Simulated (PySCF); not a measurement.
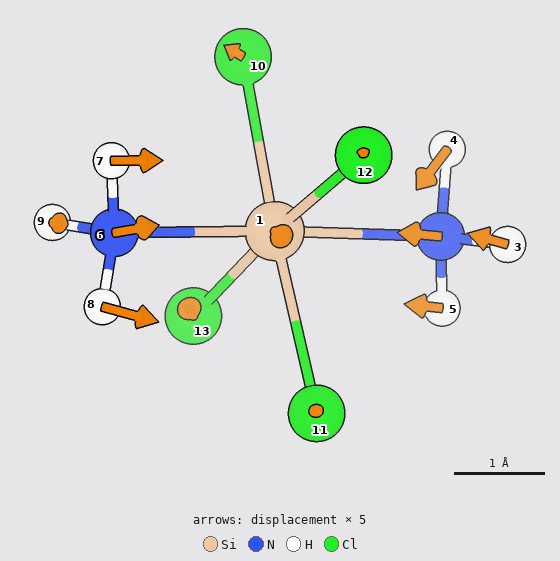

A relaxation of SiN2H6Cl4. The starting structure is drawn; orange arrows show the displacements, magnified 5 times. The two geometries are superimposed by the best rigid fit.

A ball-and-stick model, seen at a tilt.

The start comes from GFN2-xTB. Its atoms were then displaced at random by about 0.03 Å.

All numbers below come from PBE0-D3(BJ)/def2-SVP geometry optimisation, gas phase (PySCF 2.14.0, density-fitted response routines). 

Q: Describe the change and its energy.

A: The energy falls by 64.0 kJ/mol in 11 geometry steps. An H atom moves most after the best rigid fit: 0.14 Å. Largest moves by element: H 0.14 Å, N 0.13 Å, Cl 0.09 Å, Si 0.09 Å. Near-neighbour distances that change, for instance: N–Si 2.094 → 1.956 Å, Cl–Si 2.055 → 2.182 Å, N–Si 2.060 → 1.955 Å, H–N 1.126 → 1.023 Å. Among the angles between lasting bonds that change: Si–N–H 102.6° → 109.4°, Cl–Si–Cl 96.0° → 90.0°, N–Si–N 174.1° → 179.9°. The run took 2.6 min on 1 thread of Arm Neoverse V1 (shared host).
